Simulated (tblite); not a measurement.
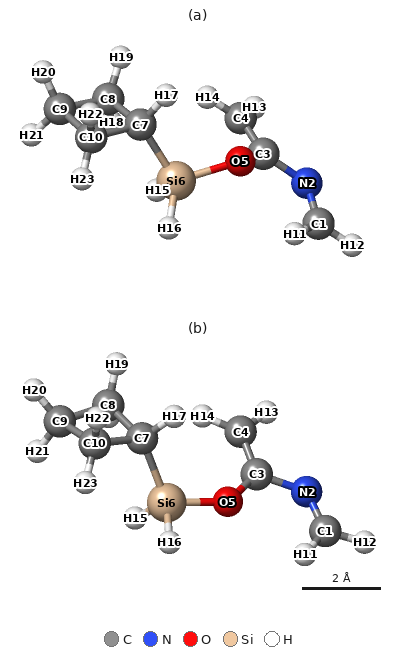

The structure of C₇H₁₃NOSi before (top) and after (bottom) a relaxation, at one scale.

The picture is a ball-and-stick view, seen from a free direction.

Theory: tblite 0.8.0, GFN2-xTB geometry optimisation, gas phase. 

Summarise the run.

The largest move after the best rigid fit is that of O5, 0.87 Å. By element the largest moves are O 0.87 Å, H 0.68 Å, Si 0.36 Å, C 0.26 Å, N 0.18 Å. Some distances before and after: O5–Si6 1.736 → 1.628 Å, Si6–C7 1.852 → 1.901 Å, C3–O5 1.399 → 1.354 Å, C1–N2 1.303 → 1.262 Å. Bond angles that change, for instance: O5–Si6–H16 115.0° → 98.5°, C3–O5–Si6 122.0° → 135.1°, C4–C3–O5 115.6° → 124.6°. Groups turn about O5–Si6 by about 55°, C3–O5 by about 50°. Over 142 geometry steps the energy falls by 0.933 eV.
